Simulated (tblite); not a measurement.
Run report: C5H6ClFO2 (charge +1), geometry relaxation (part 2 of 2)

The same run, continued: C5H6ClFO2, charge +1, multiplicity 2; GFN2-xTB geometry optimisation, gas phase (tblite 0.8.0). It belongs to a series of runs on one base structure; here: electron removed.

Geometry of the input (Å):
```
O  0.1958  -1.0712  1.1651
C  0.3605  0.0508  0.6130
C  1.7768  0.3933  0.3292
C  2.5836  -0.4131  -0.6006
Cl 3.3963  -1.7649  0.2627
C  -0.7070  1.0027  0.2678
O  -1.9469  0.5481  0.5793
C  -2.3717  -0.5960  -0.0126
F  -2.4119  -0.5128  -1.3913
H  2.1608  1.2593  0.8033
H  3.3849  0.1546  -1.0928
H  -0.5747  1.2562  -0.8023
H  -0.5084  1.9619  0.8234
H  -1.8800  -1.5392  0.2709
H  -3.4625  -0.7217  0.2989
```

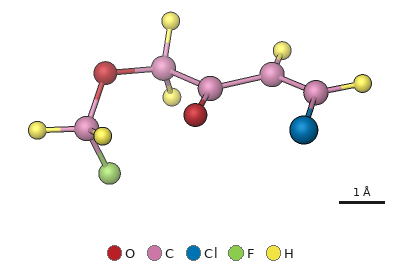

**Figure 1.** The geometry at step 54 of the log (ball-and-stick view, seen at a tilt).

## Trajectory as extended XYZ, continued
```
15
Properties=species:S:1:pos:R:3:forces:R:3 step=33 energy=-833.75169
O     0.2803   -1.1718    0.5537    0.0050   0.0090  -0.0730
C     0.4782   -0.0011    0.3670    0.0820  -0.1060  -0.0330
C     1.7908    0.5613    0.0810   -0.0490  -0.1040  -0.0790
C     2.8168   -0.2943   -0.1028   -0.0780   0.0020   0.1080
Cl    2.6770   -1.9612    0.0421    0.0350   0.0370   0.0040
C    -0.7060    1.0013    0.3326   -0.1480   0.0820   0.0050
O    -1.8794    0.4367    0.7917    0.0060   0.0180   0.0360
C    -2.3874   -0.6389    0.0989    0.0580   0.0400   0.0360
F    -2.1262   -0.5446   -1.2228   -0.0230  -0.0270  -0.0330
H     1.9190    1.6246   -0.0249   -0.0330   0.0230   0.0050
H     3.8097    0.0690   -0.3545   -0.0510   0.0170   0.0030
H    -0.8002    1.3189   -0.7173    0.1290   0.0050  -0.0800
H    -0.4932    1.8667    0.9640    0.0160  -0.0040   0.0700
H    -1.9074   -1.5809    0.4531    0.0110   0.0180  -0.0010
H    -3.4765   -0.6777    0.2520    0.0410  -0.0110   0.0340
15
Properties=species:S:1:pos:R:3:forces:R:3 step=35 energy=-833.75687
O     0.2701   -1.1715    0.5269    0.0080  -0.0380  -0.0270
C     0.4758   -0.0002    0.3583   -0.0030  -0.0570  -0.0530
C     1.7869    0.5578    0.0737    0.0210  -0.0860  -0.0260
C     2.8152   -0.2990   -0.0965   -0.0240   0.0430   0.0540
Cl    2.6841   -1.9660    0.0539    0.0240   0.0900  -0.0050
C    -0.7110    1.0096    0.3354    0.0050   0.0090  -0.0220
O    -1.8776    0.4359    0.7947   -0.0110   0.0750  -0.0550
C    -2.3857   -0.6384    0.1005    0.0410   0.0140   0.0380
F    -2.1273   -0.5554   -1.2223   -0.0280   0.0450  -0.0100
H     1.9240    1.6208   -0.0270   -0.0570   0.0140  -0.0080
H     3.8042    0.0772   -0.3524   -0.0770  -0.0460   0.0300
H    -0.7863    1.3252   -0.7188    0.0320   0.0070   0.0020
H    -0.4967    1.8709    0.9736    0.0080  -0.0340   0.0300
H    -1.9070   -1.5789    0.4533    0.0450  -0.0400   0.0420
H    -3.4733   -0.6800    0.2607    0.0170   0.0020   0.0090
15
Properties=species:S:1:pos:R:3:forces:R:3 step=38 energy=-833.76128
O     0.2662   -1.1783    0.4928   -0.0300  -0.0470   0.0030
C     0.4731   -0.0056    0.3394   -0.0780   0.0380  -0.0410
C     1.7812    0.5551    0.0585   -0.0450   0.0870   0.0450
C     2.8133   -0.2979   -0.0832    0.0190   0.0070  -0.0360
Cl    2.6782   -1.9605    0.0604    0.0450  -0.0430   0.0240
C    -0.7103    1.0147    0.3359    0.0870  -0.0650  -0.0140
O    -1.8762    0.4422    0.7937   -0.0250   0.0170  -0.0390
C    -2.3794   -0.6383    0.1076   -0.0150  -0.0170  -0.0180
F    -2.1257   -0.5571   -1.2179   -0.0230   0.0230   0.0340
H     1.9132    1.6202   -0.0437   -0.0470  -0.0350   0.0010
H     3.8021    0.0766   -0.3283    0.0280  -0.0040   0.0150
H    -0.7754    1.3323   -0.7189   -0.0210   0.0420   0.0320
H    -0.4954    1.8672    0.9874    0.0360  -0.0490  -0.0330
H    -1.9015   -1.5816    0.4619    0.0340   0.0470   0.0150
H    -3.4678   -0.6809    0.2681    0.0340  -0.0030   0.0110
15
Properties=species:S:1:pos:R:3:forces:R:3 step=40 energy=-833.76378
O     0.2624   -1.1831    0.4700   -0.0370  -0.0110  -0.0060
C     0.4666   -0.0083    0.3226    0.0080  -0.0300   0.0260
C     1.7761    0.5557    0.0518   -0.0440   0.0190   0.0290
C     2.8102   -0.2966   -0.0791    0.0130  -0.0070  -0.0150
Cl    2.6802   -1.9599    0.0682    0.0210  -0.0280   0.0200
C    -0.7052    1.0134    0.3344   -0.0260  -0.0210  -0.0090
O    -1.8771    0.4483    0.7894   -0.0080  -0.0250   0.0190
C    -2.3757   -0.6387    0.1121   -0.0210   0.0130  -0.0220
F    -2.1263   -0.5557   -1.2132   -0.0100  -0.0200  -0.0140
H     1.9024    1.6206   -0.0517   -0.0230  -0.0150   0.0000
H     3.8018    0.0747   -0.3112    0.0600   0.0320  -0.0030
H    -0.7714    1.3411   -0.7164   -0.0300   0.0640  -0.0010
H    -0.4912    1.8595    0.9939    0.0700  -0.0310  -0.0400
H    -1.8949   -1.5808    0.4694    0.0340   0.0770  -0.0080
H    -3.4625   -0.6822    0.2738   -0.0070  -0.0190   0.0240
15
Properties=species:S:1:pos:R:3:forces:R:3 step=42 energy=-833.76595
O     0.2549   -1.1884    0.4584   -0.0100   0.0040  -0.0130
C     0.4605   -0.0128    0.3146    0.0540  -0.0780   0.0520
C     1.7705    0.5544    0.0527    0.0270  -0.0980  -0.0130
C     2.8082   -0.2955   -0.0785    0.0110  -0.0070   0.0220
Cl    2.6904   -1.9615    0.0761   -0.0150   0.0420   0.0050
C    -0.7029    1.0107    0.3318   -0.0760   0.0450  -0.0160
O    -1.8796    0.4529    0.7850    0.0140  -0.0080   0.0300
C    -2.3748   -0.6372    0.1126   -0.0160   0.0320  -0.0020
F    -2.1311   -0.5559   -1.2127   -0.0050  -0.0270  -0.0480
H     1.8938    1.6185   -0.0516   -0.0160   0.0130  -0.0030
H     3.8012    0.0771   -0.3071    0.0200   0.0370   0.0000
H    -0.7680    1.3519   -0.7145   -0.0400   0.0400  -0.0220
H    -0.4829    1.8518    0.9939    0.0700   0.0000  -0.0010
H    -1.8859   -1.5731    0.4728    0.0390   0.0350  -0.0160
H    -3.4588   -0.6850    0.2805   -0.0580  -0.0310   0.0240
15
Properties=species:S:1:pos:R:3:forces:R:3 step=45 energy=-833.76920
O     0.2411   -1.2004    0.4399    0.0220  -0.0080   0.0160
C     0.4543   -0.0256    0.3057    0.0000   0.0250  -0.0330
C     1.7630    0.5455    0.0503    0.0420  -0.0310  -0.0050
C     2.8104   -0.2938   -0.0726    0.0110  -0.0140   0.0160
Cl    2.7022   -1.9584    0.0885   -0.0090   0.0020   0.0010
C    -0.7034    1.0108    0.3260    0.0250   0.0280   0.0010
O    -1.8822    0.4602    0.7807    0.0030   0.0300  -0.0110
C    -2.3762   -0.6323    0.1128   -0.0060   0.0060   0.0120
F    -2.1397   -0.5587   -1.2151   -0.0360   0.0020   0.0060
H     1.8773    1.6118   -0.0535   -0.0080  -0.0220  -0.0050
H     3.8026    0.0857   -0.2989   -0.0170   0.0320   0.0130
H    -0.7676    1.3731   -0.7140   -0.0380  -0.0310  -0.0060
H    -0.4611    1.8400    0.9946    0.0190   0.0190   0.0320
H    -1.8667   -1.5567    0.4756    0.0040  -0.0150  -0.0290
H    -3.4585   -0.6932    0.2938   -0.0110  -0.0230  -0.0080
15
Properties=species:S:1:pos:R:3:forces:R:3 step=47 energy=-833.76986
O     0.2412   -1.2018    0.4366    0.0070   0.0020   0.0130
C     0.4544   -0.0270    0.3021   -0.0070   0.0340  -0.0300
C     1.7639    0.5427    0.0475   -0.0130   0.0320   0.0100
C     2.8125   -0.2945   -0.0701    0.0030  -0.0110   0.0020
Cl    2.7007   -1.9576    0.0902    0.0140  -0.0340   0.0040
C    -0.7024    1.0129    0.3254    0.0220  -0.0130   0.0060
O    -1.8819    0.4625    0.7803   -0.0070   0.0070  -0.0040
C    -2.3768   -0.6312    0.1140    0.0020   0.0000   0.0020
F    -2.1421   -0.5590   -1.2147   -0.0400   0.0120   0.0120
H     1.8741    1.6097   -0.0556    0.0090  -0.0230  -0.0090
H     3.8032    0.0888   -0.2942    0.0050   0.0200   0.0120
H    -0.7713    1.3745   -0.7145   -0.0160  -0.0180   0.0030
H    -0.4562    1.8395    0.9973    0.0030   0.0010   0.0010
H    -1.8638   -1.5555    0.4743   -0.0070   0.0010  -0.0200
H    -3.4599   -0.6960    0.2953    0.0250  -0.0080  -0.0030
15
Properties=species:S:1:pos:R:3:forces:R:3 step=49 energy=-833.77024
O     0.2411   -1.2020    0.4354   -0.0030   0.0130   0.0000
C     0.4537   -0.0269    0.2989    0.0030  -0.0030   0.0090
C     1.7641    0.5413    0.0478   -0.0110   0.0080  -0.0060
C     2.8134   -0.2957   -0.0688   -0.0060   0.0030   0.0030
Cl    2.7031   -1.9593    0.0920    0.0150  -0.0090   0.0020
C    -0.7010    1.0135    0.3251   -0.0100  -0.0130  -0.0010
O    -1.8824    0.4649    0.7793    0.0000  -0.0120   0.0080
C    -2.3770   -0.6300    0.1148    0.0030   0.0000  -0.0040
F    -2.1472   -0.5584   -1.2146   -0.0240   0.0200  -0.0070
H     1.8728    1.6075   -0.0563    0.0210   0.0040  -0.0110
H     3.8026    0.0923   -0.2923    0.0040  -0.0010   0.0160
H    -0.7738    1.3747   -0.7146    0.0010  -0.0020   0.0020
H    -0.4527    1.8389    0.9986   -0.0050  -0.0100  -0.0170
H    -1.8617   -1.5542    0.4721    0.0000   0.0030  -0.0090
H    -3.4593   -0.6985    0.2966    0.0120   0.0010   0.0160
15
Properties=species:S:1:pos:R:3:forces:R:3 step=52 energy=-833.77071
O     0.2394   -1.2020    0.4321    0.0000  -0.0110  -0.0010
C     0.4525   -0.0271    0.2959    0.0020  -0.0180   0.0120
C     1.7631    0.5403    0.0474    0.0350  -0.0370  -0.0200
C     2.8136   -0.2968   -0.0661    0.0010   0.0150   0.0060
Cl    2.7097   -1.9617    0.0954   -0.0010   0.0370   0.0000
C    -0.7013    1.0125    0.3241   -0.0120   0.0140  -0.0100
O    -1.8829    0.4655    0.7795    0.0150  -0.0140   0.0070
C    -2.3770   -0.6288    0.1149   -0.0130  -0.0030  -0.0020
F    -2.1585   -0.5540   -1.2160    0.0000   0.0240  -0.0110
H     1.8751    1.6054   -0.0600    0.0100   0.0210  -0.0060
H     3.8027    0.0961   -0.2864   -0.0160  -0.0200   0.0180
H    -0.7769    1.3759   -0.7144    0.0070  -0.0030  -0.0070
H    -0.4490    1.8363    0.9972   -0.0120   0.0080  -0.0030
H    -1.8579   -1.5517    0.4682    0.0150  -0.0120  -0.0140
H    -3.4567   -0.7018    0.3022   -0.0320   0.0000   0.0310
15
Properties=species:S:1:pos:R:3:forces:R:3 step=54 energy=-833.77150
O     0.2386   -1.2022    0.4221    0.0050  -0.0400   0.0080
C     0.4522   -0.0273    0.2884   -0.0030   0.0000  -0.0300
C     1.7631    0.5390    0.0390    0.0380  -0.0180   0.0090
C     2.8154   -0.2975   -0.0596    0.0110   0.0120  -0.0010
Cl    2.7144   -1.9623    0.1013   -0.0090   0.0370   0.0090
C    -0.7027    1.0114    0.3221    0.0090   0.0180  -0.0090
O    -1.8811    0.4630    0.7832    0.0190  -0.0120   0.0030
C    -2.3782   -0.6279    0.1160   -0.0280  -0.0080   0.0020
F    -2.1765   -0.5424   -1.2172    0.0110   0.0130   0.0120
H     1.8810    1.6035   -0.0725   -0.0180   0.0090   0.0040
H     3.8058    0.0991   -0.2651   -0.0040  -0.0260   0.0020
H    -0.7851    1.3773   -0.7147    0.0150  -0.0030  -0.0120
H    -0.4444    1.8322    0.9957   -0.0190   0.0300   0.0070
H    -1.8518   -1.5507    0.4600    0.0150  -0.0120  -0.0350
H    -3.4550   -0.7072    0.3153   -0.0420   0.0010   0.0320
15
Properties=species:S:1:pos:R:3:forces:R:3 step=57 energy=-833.77245
O     0.2404   -1.2040    0.4131    0.0080   0.0040  -0.0120
C     0.4531   -0.0287    0.2775    0.0080   0.0050  -0.0160
C     1.7649    0.5381    0.0288   -0.0270   0.0350   0.0330
C     2.8185   -0.2968   -0.0527    0.0100  -0.0090  -0.0020
Cl    2.7151   -1.9597    0.1076   -0.0010  -0.0190   0.0210
C    -0.7027    1.0107    0.3196    0.0110  -0.0160   0.0010
O    -1.8765    0.4580    0.7885    0.0000   0.0000   0.0070
C    -2.3821   -0.6280    0.1182    0.0020   0.0030   0.0110
F    -2.1941   -0.5269   -1.2162   -0.0180  -0.0040   0.0170
H     1.8843    1.6027   -0.0866   -0.0330  -0.0110   0.0130
H     3.8110    0.0993   -0.2395    0.0420  -0.0040  -0.0240
H    -0.7915    1.3762   -0.7168    0.0090   0.0040  -0.0060
H    -0.4427    1.8311    0.9942   -0.0160   0.0070  -0.0150
H    -1.8449   -1.5518    0.4455   -0.0120   0.0000  -0.0350
H    -3.4572   -0.7121    0.3329    0.0170   0.0070   0.0080
15
Properties=species:S:1:pos:R:3:forces:R:3 step=59 energy=-833.77316
O     0.2410   -1.2064    0.4117    0.0120   0.0410  -0.0420
C     0.4534   -0.0310    0.2724    0.0140  -0.0170   0.0500
C     1.7655    0.5371    0.0302   -0.0140   0.0050  -0.0060
C     2.8211   -0.2963   -0.0488    0.0060  -0.0050   0.0070
Cl    2.7218   -1.9592    0.1134   -0.0110  -0.0170   0.0230
C    -0.7017    1.0091    0.3171   -0.0040  -0.0130  -0.0020
O    -1.8738    0.4556    0.7907   -0.0050   0.0100  -0.0010
C    -2.3857   -0.6267    0.1193    0.0240   0.0080   0.0060
F    -2.2116   -0.5159   -1.2160   -0.0340   0.0040  -0.0020
H     1.8829    1.6009   -0.0907   -0.0280   0.0040   0.0210
H     3.8143    0.1003   -0.2323    0.0330   0.0030  -0.0240
H    -0.7911    1.3743   -0.7196   -0.0070  -0.0020  -0.0030
H    -0.4432    1.8323    0.9898   -0.0030  -0.0160  -0.0210
H    -1.8391   -1.5508    0.4295   -0.0200  -0.0120  -0.0050
H    -3.4581   -0.7154    0.3474    0.0370   0.0060  -0.0010
15
Properties=species:S:1:pos:R:3:forces:R:3 step=61 energy=-833.77394
O     0.2409   -1.2082    0.4077    0.0120   0.0230  -0.0450
C     0.4543   -0.0328    0.2702    0.0080  -0.0250   0.0630
C     1.7666    0.5352    0.0338    0.0340  -0.0340  -0.0360
C     2.8251   -0.2965   -0.0432    0.0040   0.0150   0.0060
Cl    2.7331   -1.9602    0.1230   -0.0280   0.0150   0.0220
C    -0.7011    1.0068    0.3135   -0.0060   0.0100  -0.0070
O    -1.8715    0.4541    0.7924    0.0060   0.0040  -0.0170
C    -2.3885   -0.6244    0.1203    0.0160  -0.0010  -0.0090
F    -2.2382   -0.5026   -1.2169   -0.0250   0.0180  -0.0130
H     1.8811    1.5980   -0.0926   -0.0160   0.0260   0.0270
H     3.8183    0.1024   -0.2284   -0.0060  -0.0040  -0.0120
H    -0.7921    1.3726   -0.7231   -0.0150  -0.0210  -0.0020
H    -0.4436    1.8326    0.9826    0.0130  -0.0100  -0.0020
H    -1.8328   -1.5496    0.4095   -0.0130  -0.0170   0.0210
H    -3.4559   -0.7196    0.3652    0.0150   0.0000   0.0050
15
Properties=species:S:1:pos:R:3:forces:R:3 step=64 energy=-833.77505
O     0.2434   -1.2098    0.3916    0.0010  -0.0260  -0.0040
C     0.4582   -0.0339    0.2665   -0.0010   0.0000  -0.0330
C     1.7714    0.5328    0.0304    0.0020   0.0190   0.0140
C     2.8326   -0.2961   -0.0344   -0.0020   0.0120  -0.0020
Cl    2.7410   -1.9590    0.1424   -0.0250   0.0140   0.0140
C    -0.7001    1.0049    0.3081    0.0120   0.0010   0.0050
O    -1.8660    0.4501    0.7949    0.0150  -0.0190  -0.0020
C    -2.3912   -0.6228    0.1219   -0.0130  -0.0060  -0.0180
F    -2.2779   -0.4804   -1.2171   -0.0050   0.0080  -0.0150
H     1.8782    1.5969   -0.0942    0.0170   0.0160   0.0140
H     3.8268    0.1023   -0.2174   -0.0200  -0.0030  -0.0090
H    -0.7989    1.3682   -0.7287    0.0020  -0.0330  -0.0020
H    -0.4435    1.8326    0.9739    0.0290   0.0100   0.0080
H    -1.8275   -1.5522    0.3834   -0.0010   0.0130   0.0210
H    -3.4509   -0.7256    0.3926   -0.0120  -0.0060   0.0080
15
Properties=species:S:1:pos:R:3:forces:R:3 step=66 energy=-833.77551
O     0.2458   -1.2108    0.3842    0.0010  -0.0050  -0.0020
C     0.4601   -0.0344    0.2627    0.0030   0.0070  -0.0370
C     1.7735    0.5341    0.0279   -0.0340   0.0420   0.0330
C     2.8343   -0.2948   -0.0326   -0.0100  -0.0050   0.0070
Cl    2.7379   -1.9567    0.1503   -0.0100  -0.0020   0.0050
C    -0.6989    1.0044    0.3069    0.0100  -0.0230   0.0070
O    -1.8625    0.4469    0.7960    0.0030  -0.0070   0.0190
C    -2.3925   -0.6234    0.1214   -0.0070   0.0070   0.0010
F    -2.2880   -0.4732   -1.2173   -0.0060  -0.0110  -0.0030
H     1.8781    1.5993   -0.0927    0.0240  -0.0010   0.0030
H     3.8293    0.1004   -0.2136    0.0000   0.0080  -0.0130
H    -0.8016    1.3639   -0.7306    0.0100  -0.0160  -0.0010
H    -0.4418    1.8331    0.9724    0.0210  -0.0100  -0.0120
H    -1.8278   -1.5537    0.3784    0.0000   0.0180  -0.0010
H    -3.4502   -0.7271    0.4006   -0.0030  -0.0020  -0.0050
15
Properties=species:S:1:pos:R:3:forces:R:3 step=68 energy=-833.77592
O     0.2475   -1.2122    0.3793    0.0070   0.0150  -0.0150
C     0.4614   -0.0353    0.2591    0.0010   0.0020   0.0060
C     1.7742    0.5364    0.0304   -0.0140   0.0100   0.0100
C     2.8346   -0.2934   -0.0307   -0.0100  -0.0050   0.0120
Cl    2.7368   -1.9549    0.1573   -0.0040   0.0030  -0.0040
C    -0.6975    1.0025    0.3060   -0.0030  -0.0200  -0.0040
O    -1.8597    0.4440    0.7973   -0.0080   0.0110   0.0140
C    -2.3942   -0.6230    0.1203    0.0000   0.0100   0.0200
F    -2.2988   -0.4676   -1.2187    0.0000  -0.0140   0.0210
H     1.8798    1.6016   -0.0895    0.0160  -0.0040   0.0000
H     3.8298    0.1000   -0.2148    0.0000   0.0100  -0.0050
H    -0.8026    1.3584   -0.7325    0.0080  -0.0010  -0.0030
H    -0.4383    1.8330    0.9694    0.0080  -0.0260  -0.0210
H    -1.8274   -1.5527    0.3736    0.0020   0.0050  -0.0200
H    -3.4498   -0.7288    0.4073   -0.0020   0.0040  -0.0120
15
Properties=species:S:1:pos:R:3:forces:R:3 step=71 energy=-833.77625
O     0.2488   -1.2136    0.3684    0.0070  -0.0010  -0.0110
C     0.4620   -0.0360    0.2536   -0.0040  -0.0090   0.0150
C     1.7746    0.5377    0.0320    0.0200  -0.0170  -0.0050
C     2.8356   -0.2922   -0.0243    0.0030   0.0100  -0.0050
Cl    2.7383   -1.9535    0.1659   -0.0040   0.0070  -0.0050
C    -0.6969    0.9991    0.3033   -0.0070   0.0080  -0.0090
O    -1.8577    0.4427    0.8002   -0.0030   0.0040  -0.0100
C    -2.3966   -0.6213    0.1226   -0.0030  -0.0070   0.0080
F    -2.3156   -0.4605   -1.2169    0.0070   0.0050   0.0180
H     1.8829    1.6021   -0.0906    0.0030   0.0030   0.0060
H     3.8310    0.1017   -0.2100   -0.0160   0.0010   0.0100
H    -0.8048    1.3552   -0.7348   -0.0010  -0.0030  -0.0050
H    -0.4330    1.8290    0.9641    0.0040   0.0000  -0.0030
H    -1.8238   -1.5506    0.3629    0.0000  -0.0050  -0.0050
H    -3.4491   -0.7318    0.4176   -0.0070   0.0030   0.0010
15
Properties=species:S:1:pos:R:3:forces:R:3 step=73 energy=-833.77633
O     0.2499   -1.2141    0.3625    0.0020  -0.0050  -0.0030
C     0.4624   -0.0361    0.2508   -0.0010  -0.0050  -0.0010
C     1.7753    0.5379    0.0302   -0.0020   0.0020   0.0050
C     2.8362   -0.2917   -0.0223    0.0050   0.0000  -0.0040
Cl    2.7373   -1.9526    0.1690    0.0020  -0.0040  -0.0050
C    -0.6969    0.9984    0.3020   -0.0010   0.0030  -0.0020
O    -1.8568    0.4422    0.8013   -0.0010   0.0000  -0.0030
C    -2.3974   -0.6214    0.1244   -0.0020  -0.0030  -0.0020
F    -2.3202   -0.4574   -1.2149    0.0030   0.0030   0.0040
H     1.8837    1.6025   -0.0920    0.0010  -0.0010   0.0060
H     3.8318    0.1019   -0.2047   -0.0020   0.0040   0.0050
H    -0.8063    1.3544   -0.7359   -0.0020  -0.0020  -0.0060
H    -0.4313    1.8276    0.9628    0.0020   0.0070  -0.0030
H    -1.8228   -1.5510    0.3591   -0.0040  -0.0020   0.0050
H    -3.4493   -0.7327    0.4217    0.0010   0.0020   0.0040
```

## Results in brief

| quantity | value |
| --- | --- |
| outcome | converged |
| total energy | −833.7763 eV |
| hardware | 1 CPU thread, shared host |
| peak memory | 0.18 GiB |
